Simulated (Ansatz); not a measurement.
# C₂H₄SSi (SMILES C=C1[SiH2]S1): what the fields show

The calculation's input:

```
crystal:
  periodic: [false, false, false]
  atoms:
    - {symbol: C, position_ang: [-0.656360, 1.440297, -0.250526]}
    - {symbol: C, position_ang: [-0.153273, 0.217406, -0.280800]}
    - {symbol: Si, position_ang: [0.641831, -1.235462, 0.444404]}
    - {symbol: S, position_ang: [0.028508, -1.014593, -1.566330]}
    - {symbol: H, position_ang: [-1.082653, 1.914146, -1.128578]}
    - {symbol: H, position_ang: [-0.653356, 2.007012, 0.673578]}
    - {symbol: H, position_ang: [2.090860, -1.230039, 0.739435]}
    - {symbol: H, position_ang: [-0.123257, -2.155867, 1.312917]}
basis:
  gaussian: {orbitals: def2-TZVPP}
hamiltonian: {xc: pbe0, dispersion: d4}
output: {orbitals: {seedname: orbitals}}
```

Run with:

```sh
ansatz run in.yaml --threads 2 --pin off --events-out ev --progress --plain --max-ram 4352MiB
```

Geometry: PBE0-D4/def2-TZVP.

All numbers below come from Ansatz 0.2.0, RKS PBE0-D4/def2-TZVPP.

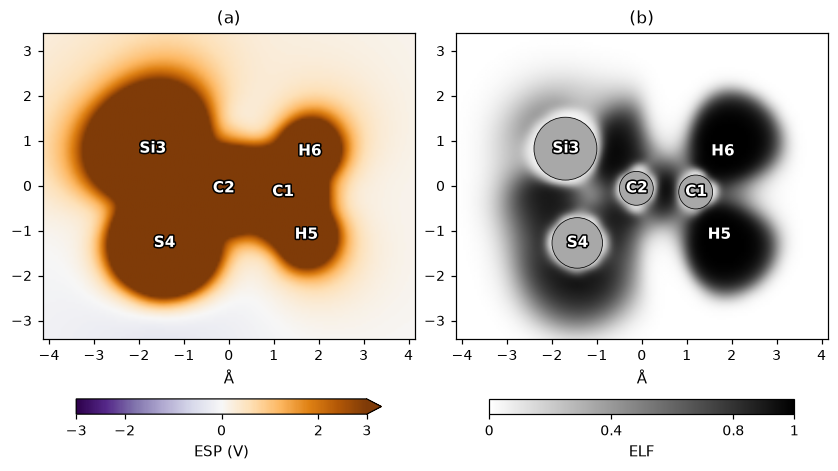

Figure 1. (a) electrostatic potential; (b) ELF on the plane of atoms H5, C1 and H6. Grey discs cover the atomic cores in the ELF map.

### Read the bonding off the picture.

The section cuts through C, Si, S and H sites.
C–C (1.32 Å): the ELF peaks at about 0.95 between the atoms: a multiple bond.
C–S (1.79 Å): the ELF peaks at about 0.85 between the atoms, as expected for a covalent bond.
C–Si (1.81 Å): the ELF peaks at about 0.90 between the atoms: localised, covalent bonding.
Si–S (2.11 Å): the ELF peaks at about 0.75 between the atoms.
C–H (1.08 Å): the ELF climbs to about 1 towards the hydrogen, as it does in any bond to H: an ordinary covalent bond to hydrogen.
The ELF also peaks beside S4, away from the bonds: lone-pair regions.
The potential has no marked negative region in this plane.

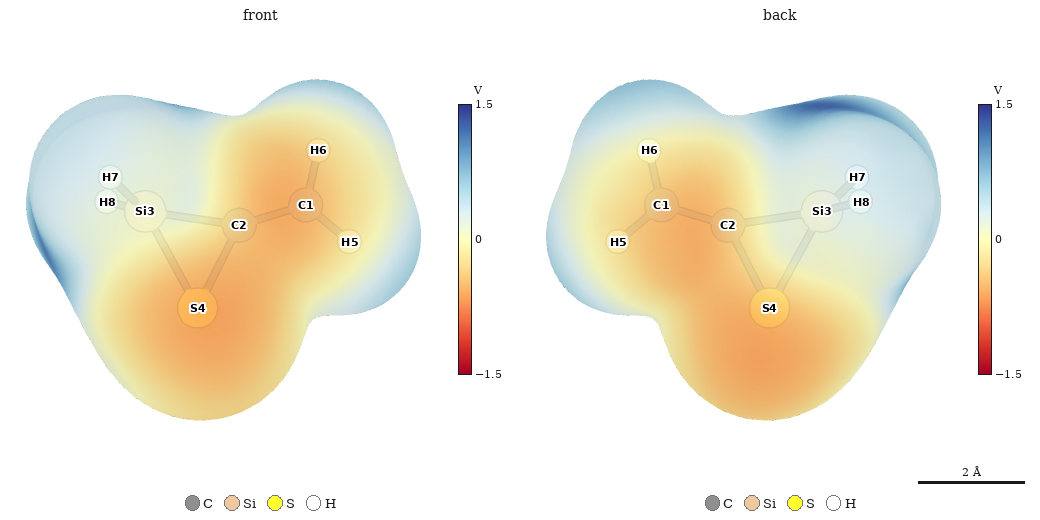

Figure 2. The molecular electrostatic potential painted on the density surface at 0.001 e/bohr³, seen from the front and from behind; the colour scale runs from red (negative) to blue (positive).

### Where is the surface potential most negative and most positive?

The most negative region (about −0.6 V, or −14 kcal/mol for a unit charge) lies over C1 and S4, the most positive (about +1.3 V, or +30 kcal/mol for a unit charge) over Si3.

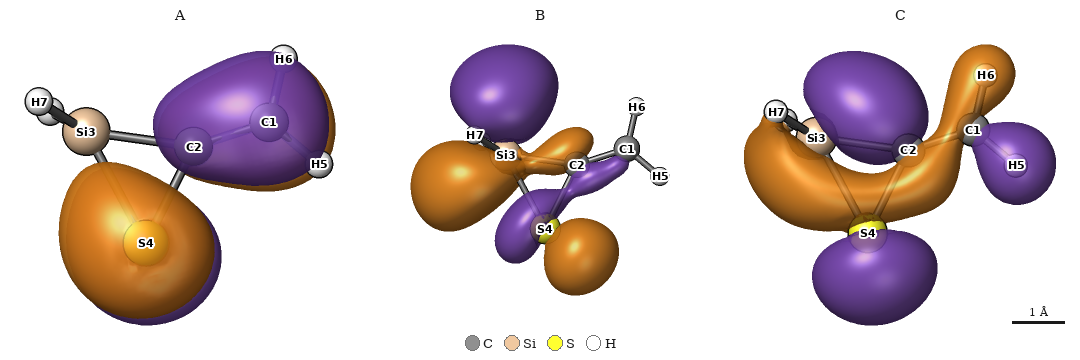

Figure 3. Three frontier orbitals at ±0.08 Å⁻³ᐟ² (orange and purple are the two phases), in no order.

### Which picture is the HOMO−1, the HOMO and the LUMO?

C is the HOMO−1 (−8.00 eV). By Hirshfeld shares it lies mainly on S4 (about 35 %), C2 (about 25 %), Si3 (about 25 %) and C1 (about 5 %). A is the HOMO (−6.62 eV). It lies mainly on S4 (about 50 %), C1 (about 25 %) and C2 (about 15 %). B is the LUMO (−0.69 eV). Its weight (Hirshfeld) is mainly on Si3 (about 55 %), S4 (about 20 %), H7 (about 5 %) and H8 (about 5 %).

### What is the HOMO–LUMO gap?

5.93 eV between the orbital energies.

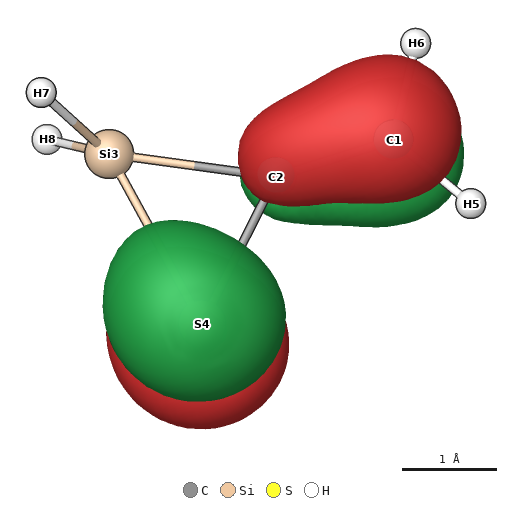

Figure 4. The HOMO at ±0.15 Å⁻³ᐟ² (green and red are the two phases), seen at a tilt.

### What is the character of this orbital?

By Hirshfeld shares it lies mainly on S4 (about 50 %), C1 (about 25 %) and C2 (about 15 %). Its energy is −6.62 eV.
